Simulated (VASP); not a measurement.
# Which face does W expose?, part 2 of 5

Aim: compare the low-index faces of W at one level of theory.

VASP 6.6.1; PBEsol; plane waves and PAW (W).

So far. Step 3 (The bulk reference, job self-consistent run, k-mesh …): The run ends at a pressure of -0.82 GPa.

### Step 4. Relaxing the slab, 7 atoms, face W(110)

System of this step: W(110). The cell holds 7 atoms: 7 W. Cell: a = 3.144 Å, b = 2.723 Å, c = 28.339 Å, α = 90.0°, β = 90.0°, γ = 54.7°. It derives from W. 7 layers of bcc W, cut at this functional's lattice. Vacuum lies along c.

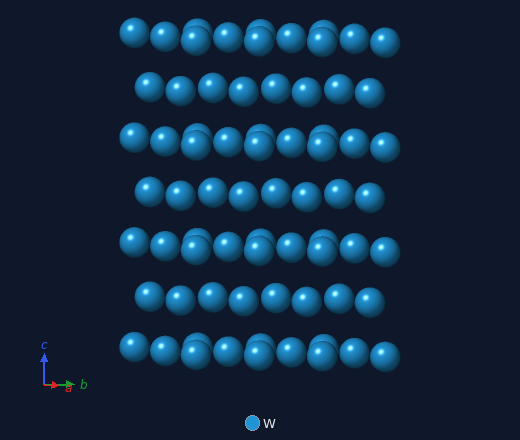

The cell of this step (tungsten blue). 2×3×1 cells are drawn. Some periodic images of atoms are drawn too.

All atoms relax at the fixed cell.

The input, INCAR:

```
SYSTEM = W
PREC = Normal
ENCUT = 320
EDIFF = 1E-05
NELM = 120
ISMEAR = 1
SIGMA = 0.15
LREAL = .FALSE.
ALGO = Fast
GGA = PS
NBANDS = 28
LORBIT = 11
LWAVE = .FALSE.
LCHARG = .FALSE.
KPAR = 4
IBRION = 2
NSW = 40
ISIF = 2
EDIFFG = -0.03
POTIM = 0.4
MAXMIX = 40
```

The input, POSCAR:

```
W
1.0
    3.1440747150      0.0000000000      0.0000000000
    1.5720373575      2.2231965515      0.0000000000
    0.0000000000      0.0000000000     28.3391793092
W
7
Direct
    0.0000000000      0.0000000000      0.2646512800
    0.5000000000      0.0000000000      0.3431008500
    0.0000000000      0.0000000000      0.4215504300
    0.5000000000      0.0000000000      0.5000000000
    0.0000000000      0.0000000000      0.5784495700
    0.5000000000      0.0000000000      0.6568991500
    0.0000000000      0.0000000000      0.7353487200
```

The input, KPOINTS:

```
Automatic mesh
0
Gamma
13 13 1
0 0 0
```

PAW data sets: W (PBE family, release 64).

Run with:

```console
$ mpirun -np 4 vasp_std
```

Output:

```text
[banner, memory and clock lines left out]
running    4 mpi-ranks, on    1 nodes
 distrk:  each k-point on    1 cores,    4 groups
 distr:  one band on    1 cores,    1 groups

 POSCAR found type information on POSCAR W
 POSCAR found :  1 types and       7 ions
 [... a notice as in an earlier step ...]

 LDA part: xc-table for (Slater+PW92), standard interpolation
 POSCAR, INCAR and KPOINTS ok, starting setup
 FFT: planning ... GRIDC
 FFT: planning ... GRID_SOFT
 FFT: planning ... GRID
 WAVECAR not read
 entering main loop
       N       E                     dE             d eps       ncg     rms          rms(c)
DAV:   1     0.131711215970E+03    0.13171E+03   -0.13334E+04  2752   0.851E+02
DAV:   2    -0.810796155977E+02   -0.21279E+03   -0.20488E+03  3684   0.238E+02
DAV:   3    -0.983986942691E+02   -0.17319E+02   -0.16673E+02  3720   0.618E+01
DAV:   4    -0.994918110398E+02   -0.10931E+01   -0.10445E+01  4508   0.137E+01
DAV:   5    -0.995388399163E+02   -0.47029E-01   -0.46370E-01  4096   0.243E+00    0.572E+01
RMM:   6    -0.986441341825E+02    0.89471E+00   -0.15563E+01  3098   0.132E+01    0.260E+01
RMM:   7    -0.181982511122E+03   -0.83338E+02   -0.17246E+02  4477   0.454E+01    0.230E+01
RMM:   8    -0.948190178244E+02    0.87163E+02   -0.38199E+01  3481   0.248E+01    0.802E+00
RMM:   9    -0.939740947598E+02    0.84492E+00   -0.10589E+01  3554   0.101E+01    0.475E+00
RMM:  10    -0.940028546009E+02   -0.28760E-01   -0.12778E+00  3218   0.462E+00    0.305E+00
RMM:  11    -0.940257048503E+02   -0.22850E-01   -0.46524E-01  3834   0.206E+00    0.190E+00
RMM:  12    -0.940329969251E+02   -0.72921E-02   -0.74667E-02  3571   0.814E-01    0.141E+00
RMM:  13    -0.939880902868E+02    0.44907E-01   -0.71813E-02  3488   0.713E-01    0.617E-01
RMM:  14    -0.939848145542E+02    0.32757E-02   -0.29562E-02  3672   0.483E-01    0.191E-01
RMM:  15    -0.939844079393E+02    0.40661E-03   -0.12633E-02  3899   0.265E-01    0.925E-02
RMM:  16    -0.939846400258E+02   -0.23209E-03   -0.30343E-03  3914   0.127E-01    0.690E-02
RMM:  17    -0.939847344212E+02   -0.94395E-04   -0.11071E-03  3313   0.912E-02    0.266E-02
RMM:  18    -0.939847710138E+02   -0.36593E-04   -0.38669E-04  3117   0.471E-02    0.219E-02
RMM:  19    -0.939847690839E+02    0.19299E-05   -0.93941E-05  2022   0.244E-02
   1 F= -.93984769E+02 E0= -.93984176E+02  d E =-.939848E+02
 curvature:   0.00 expect dE= 0.000E+00 dE for cont linesearch  0.000E+00
 trial: gam= 0.00000 g(F)=  0.876E-01 g(S)=  0.000E+00 ort = 0.000E+00 (trialstep = 0.100E+01)
 search vector abs. value=  0.876E-01
 bond charge predicted
       N       E                     dE             d eps       ncg     rms          rms(c)
DAV:   1    -0.940337655229E+02   -0.48995E-01   -0.94858E+00  2864   0.139E+01    0.733E-01
RMM:   2    -0.940402482644E+02   -0.64827E-02   -0.12040E-01  2789   0.185E+00    0.129E+00
RMM:   3    -0.940389001626E+02    0.13481E-02   -0.44187E-02  3148   0.819E-01    0.452E-01
RMM:   4    -0.940378795750E+02    0.10206E-02   -0.11887E-02  3249   0.389E-01    0.140E-01
RMM:   5    -0.940381311163E+02   -0.25154E-03   -0.39510E-03  3545   0.195E-01    0.724E-02
RMM:   6    -0.940382124043E+02   -0.81288E-04   -0.13429E-03  3731   0.942E-02    0.345E-02
RMM:   7    -0.940382222457E+02   -0.98414E-05   -0.25008E-04  3036   0.493E-02    0.163E-02
RMM:   8    -0.940382639662E+02   -0.41721E-04   -0.91159E-05  2213   0.282E-02    0.148E-02
RMM:   9    -0.940382803867E+02   -0.16421E-04   -0.40016E-05  1854   0.179E-02    0.612E-03
RMM:  10    -0.940382831860E+02   -0.27993E-05   -0.19441E-05  1756   0.145E-02
   2 F= -.94038283E+02 E0= -.94038148E+02  d E =-.535141E-01
[... from here on, the cycles between the ionic steps are left out ...]
   3 F= -.94040593E+02 E0= -.94040474E+02  d E =-.558244E-01
   4 F= -.94046121E+02 E0= -.94045988E+02  d E =-.552736E-02
   5 F= -.94046782E+02 E0= -.94046651E+02  d E =-.618883E-02
   6 F= -.94046812E+02 E0= -.94046681E+02  d E =-.621873E-02
   7 F= -.94047527E+02 E0= -.94047395E+02  d E =-.715168E-03
   8 F= -.94049177E+02 E0= -.94049063E+02  d E =-.236496E-02
   9 F= -.94050218E+02 E0= -.94050162E+02  d E =-.340590E-02
  10 F= -.94050183E+02 E0= -.94050164E+02  d E =0.355101E-04
 trial-energy change:    0.000036  1 .order    0.000077   -0.001005    0.001160
 step:   0.9511(harm=  0.8955)  dis= 0.00389  next Energy=   -94.050471 (dE=-0.253E-03)
 bond charge predicted
       N       E                     dE             d eps       ncg     rms          rms(c)
DAV:   1    -0.940504474062E+02   -0.27381E-03   -0.11612E-01  2808   0.153E+00    0.798E-02
RMM:   2    -0.940504351359E+02    0.12270E-04   -0.79056E-04  2790   0.167E-01    0.177E-02
RMM:   3    -0.940504611338E+02   -0.25998E-04   -0.27531E-04  3202   0.603E-02    0.103E-02
RMM:   4    -0.940504649325E+02   -0.37987E-05   -0.42722E-05  2070   0.238E-02
  11 F= -.94050465E+02 E0= -.94050434E+02  d E =-.246848E-03
 curvature:  -0.99 expect dE=-0.361E-04 dE for cont linesearch -0.178E-06
 trial: gam=-0.08639 g(F)=  0.363E-04 g(S)=  0.000E+00 ort = 0.144E-04 (trialstep = 0.173E+01)
 search vector abs. value=  0.424E-04
 reached required accuracy - stopping structural energy minimisation
```

Run time: 2.1 min. Hardware: 4 MPI ranks of AMD EPYC 7R43, shared host; peak memory 0.8 GiB.

From OUTCAR (step 4):

```text
  LATTYP: Found a base centered orthorhombic cell.
 ALAT       =     3.1440747150
 B/A-ratio  =     1.4142135624
 C/A-ratio  =     9.0135196769

 Subroutine GETGRP returns: Found  8 space group operations
 (whereof  8 operations were pure point group operations)

The static configuration has the point symmetry D_2h.

 Found     49 irreducible k-points:

   k-points           NKPTS =     49   k-points in BZ     NKDIM =     49   number of bands    NBANDS=     28

   dimension x,y,z NGX =    14 NGY =   12 NGZ =  126
   dimension x,y,z NGXF=    28 NGYF=   24 NGZF=  252

   ENCUT  =  320.0 eV  23.52 Ry    4.85 a.u.   4.59  3.97 41.34*2*pi/ulx,y,z

   NELECT =      42.0000    total number of electrons

 E-fermi :   2.1670

 k-point     1 :       0.0000    0.0000    0.0000
  band No.  band energies     occupation
    ...
     18       0.9385      2.00000
     19       0.9420      2.00000
     20       1.0129      2.00000
     21       1.3561      2.00000
     22       1.5419      2.00000
     23       2.4463     -0.02434
     24       2.5133     -0.00522
     25       2.9468     -0.00000
     26       3.7266     -0.00000
     27       3.8475     -0.00000
    ...

 k-point     2 :       0.0769    0.0000    0.0000
  band No.  band energies     occupation
    ...
     19       1.0486      2.00000
     20       1.1001      2.00000
     21       1.2892      2.00000
     22       1.7861      2.00194
     23       2.1297      1.40698
     24       2.4740     -0.01372
     25       2.7898     -0.00000
     26       3.5367     -0.00000
     27       3.6384     -0.00000
     28       3.8481     -0.00000

  Total       -5.2004821     -3.4234963     -0.3113194      0.0000000      0.0000000      0.0000000
  in kB      -42.0626085    -27.6899683     -2.5180179      0.0000000      0.0000000      0.0000000
  external PRESSURE =     -24.0901983 kB  Pullay stress =       0.0000000 kB

  energy-cutoff  :      320.00
  volume of cell :      198.09
      direct lattice vectors                 reciprocal lattice vectors
     3.144074715  0.000000000  0.000000000     0.318058599 -0.224901392  0.000000000
     1.572037357  2.223196552  0.000000000     0.000000000  0.449802785  0.000000000
     0.000000000  0.000000000 28.339179309     0.000000000  0.000000000  0.035286837

 POSITION                                       TOTAL-FORCE (eV/Angst)
 -----------------------------------------------------------------------------------
      1.57204      2.22320      7.57974         0.000000      0.000000      0.008118
      1.57204      0.00000      9.71927         0.000000     -0.000000     -0.015657
      0.00000      0.00000     11.94910         0.000000      0.000000     -0.012597
      1.57204      0.00000     14.16959         0.000000      0.000000     -0.000000
      0.00000      0.00000     16.39008         0.000000      0.000000      0.012597
      1.57204      0.00000     18.61991         0.000000      0.000000      0.015657
      0.00000      0.00000     20.75944        -0.000000     -0.000000     -0.008118
 -----------------------------------------------------------------------------------
    total drift:                               -0.000000      0.000000     -0.000000

  FREE ENERGIE OF THE ION-ELECTRON SYSTEM (eV)
  ---------------------------------------------------
  free  energy   TOTEN  =       -94.0504649325 eV

  energy  without entropy=      -94.0503720179  energy(sigma->0) =      -94.05043396

 total charge
# of ion       s       p       d       tot
------------------------------------------
    1        0.688   0.568   4.156   5.412
    2        0.690   0.738   4.309   5.737
    3        0.680   0.729   4.267   5.676
    4        0.682   0.747   4.250   5.678
    5        0.680   0.729   4.267   5.676
    6        0.690   0.738   4.309   5.737
    7        0.688   0.568   4.156   5.412
--------------------------------------------------
tot          4.797   4.816  29.715  39.329

[... 1 part as in an earlier step ...]

[... 7 further parts left out ...]
```

CONTCAR:

```
W
   1.00000000000000
     3.1440747149999999    0.0000000000000000    0.0000000000000000
     1.5720373575000000    2.2231965515000001    0.0000000000000000
     0.0000000000000000    0.0000000000000000   28.3391793091999986
  W
     7
Direct
     0.0000000000000000    1.0000000000000000    0.2674649082305551
     0.5000000000000000    0.0000000000000000    0.3429622403426864
     0.0000000000000000    0.0000000000000000    0.4216458721324475
     0.5000000000000000    0.0000000000000000    0.5000000000000000
     0.0000000000000000    0.0000000000000000    0.5783541278675525
     0.5000000000000000    0.0000000000000000    0.6570377596573136
     0.0000000000000000    0.0000000000000000    0.7325350917694450
```

The run keeps the 8 symmetry operations of its start, so it cannot find a distortion of lower symmetry.

Relaxation path:

```csv
step,energy less that of the first step (eV),largest force (eV/Å)
1,0.0000,0.7534
2,-0.0535,0.2692
3,-0.0558,0.2542
4,-0.0614,0.0839
5,-0.0620,0.0713
6,-0.0620,0.0593
7,-0.0628,0.0509
8,-0.0644,0.0442
9,-0.0654,0.0713
10,-0.0654,0.0583
11,-0.0657,0.0157
```

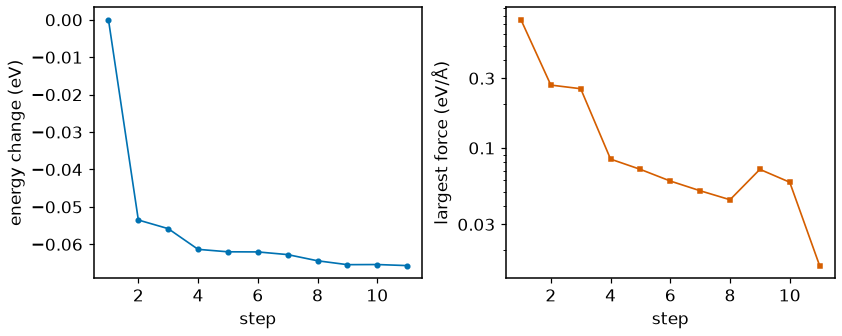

Energy and largest force along the relaxation.

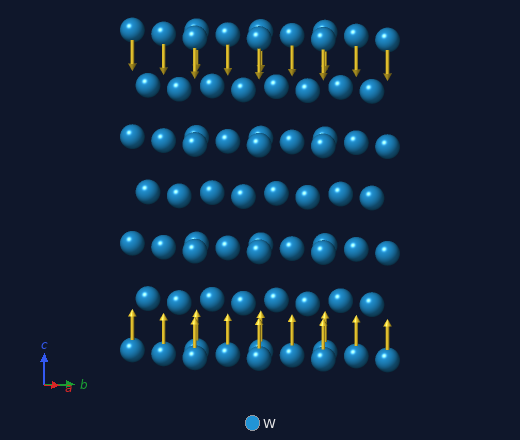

Displacements in the relaxation, exaggerated; the longest in the cell stands for 0.08 Å. 2×3×1 cells are drawn. Some periodic images of atoms are drawn too.

The atoms that moved most (Å):

```csv
atom,dx,dy,dz,length
W1,0.000,0.000,0.080,0.080
W7,0.000,0.000,-0.080,0.080
```

Final coordinates:

```cif
data_structure
_symmetry_space_group_name_H-M 'P 1'
_symmetry_Int_Tables_number 1
_cell_length_a 3.1441
_cell_length_b 2.7228
_cell_length_c 28.3392
_cell_angle_alpha 90.000
_cell_angle_beta 90.000
_cell_angle_gamma 54.736
_cell_volume 198.09
loop_
_atom_site_label
_atom_site_type_symbol
_atom_site_fract_x
_atom_site_fract_y
_atom_site_fract_z
_atom_site_occupancy
W1 W 0.00000 0.00000 0.26746 1
W2 W 0.50000 0.00000 0.34296 1
W3 W 0.00000 0.00000 0.42165 1
W4 W 0.50000 0.00000 0.50000 1
W5 W 0.00000 0.00000 0.57835 1
W6 W 0.50000 0.00000 0.65704 1
W7 W 0.00000 0.00000 0.73254 1
```

Numbers from this step:

```
electronic cycles   : 74
electrons           : 42
free energy (TOTEN) : -94.0505 eV
Fermi energy        : 2.167 eV
```

The run ended after 11 ionic steps, 0.066 eV below its first step, once the forces on the free atoms met EDIFFG = -0.03.

(Continued in part 3 of 5.)

[Lines on the potential files, build, host, timing and source positions are cut from VASP's logs without a mark.]

[Logs are printed without paths, hosts, clocks, repeated set-up lines and the standing remarks that a program may print on its own settings, such as how far it seeks lower states.]

[Hosts, paths, dates, database ids (printed as entryN), source tags and the programs' standing remarks are cut or masked in the printed files.]

[Runs that stopped without an error message from VASP are left out.]

[In band tables of VASP the shares of atoms and orbitals are scaled to a sum of 1 inside the atoms' spheres.]
